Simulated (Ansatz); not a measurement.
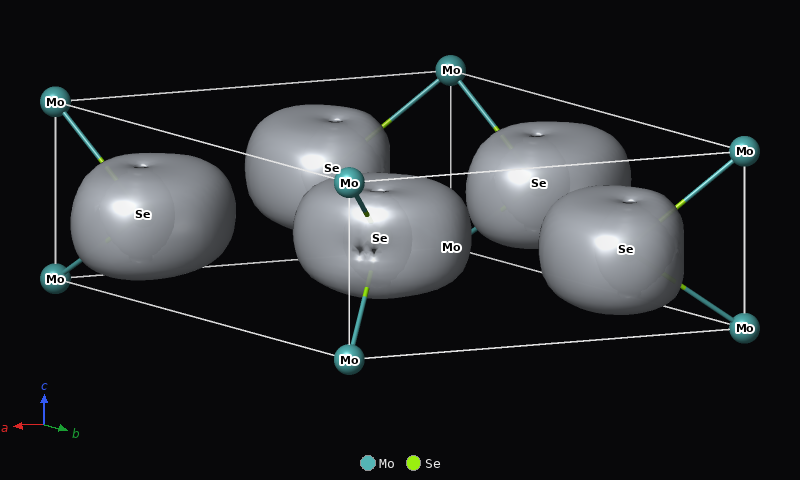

Figure. MoSe₃. Isosurface of the ELF at 0.7 (grey), seen at an oblique angle. Only the valence region is drawn (cores and ρ < 0.01 e/Å³ removed). Sticks mark near contacts.

Space group P-62m; a generated structure, not necessarily the stable one; computed without spin polarisation.

These are results of Ansatz 0.2.0, DFT r2SCAN, scalar-relativistic, plane waves, PAW, not measurements.

In a PAW calculation such maps are meaningful between the atoms, not at the nuclei.

Input file:

```
crystal:
  lattice:
    - [6.6906103689, 0.0, 0.0]
    - [-3.3453051845, 5.7942385463, 0.0]
    - [0.0, 0.0, 3.0055611715]
  atoms:
    - { symbol: Mo, position: [0.0, 0.0, 0.0] }
    - { symbol: Se, position: [0.2992033493, 0.0, 0.5] }
    - { symbol: Se, position: [0.0, 0.2992033493, 0.5] }
    - { symbol: Se, position: [0.7007966507, 0.7007966507, 0.5] }
basis:
  ecutwfc: 500
kpoints:
  mp_grid: { grid: [6, 6, 12] }
  band_path:
    path:
      - [[0.0, 0.0, 0.0], [0.5, 0.0, 0.0], [0.33333333, 0.33333333, 0.0], [0.0, 0.0, 0.0], [0.0, 0.0, 0.5], [0.5, 0.0, 0.5], [0.33333333, 0.33333333, 0.5], [0.0, 0.0, 0.5]]
      - [[0.5, 0.0, 0.5], [0.5, 0.0, 0.0]]
      - [[0.33333333, 0.33333333, 0.5], [0.33333333, 0.33333333, 0.0]]
    npoints: 14
hamiltonian:
  xc: r2scan
scf:
  occupations: { method: gaussian, width: 0.1 }
  n_extra_bands: 10
output:
  forces: true
  stress: true
  eigenvalues: true
  populations: true
  dos: { projected: true, de: 0.02, nscf_kmesh: { grid: [8, 8, 15] } }
  bader: true
  write_density: true
  write_potential: true
  elf: true
  volumetric_format: npy
```

Command:

```sh
ansatz run input.yaml --threads 1 --pin off --max-ram 2560MiB --backend cpu --events-out ev --progress --plain --runs-dir out
```

Below, planes, directions and counts refer to the conventional cell (a = 6.69 Å, b = 6.69 Å, c = 3.01 Å, α = 90.00°, β = 90.00°, γ = 120.00°).

Question: Identify the bonds, lone pairs and shells in this picture.

Answer: At this value the surface marks out three regions wrapped around Se (the valence shell of each), counted in one cell of 4 atoms. Regions shared between cells count once. Profiles from the grid: Mo–Se (2.50 Å): the ELF is about 0.50 at the midpoint.

Question: What Bader charges does the calculation give?

Answer: Electrons move from Mo towards Se. Bader charges: Mo +1.21 and Se −0.40 e.
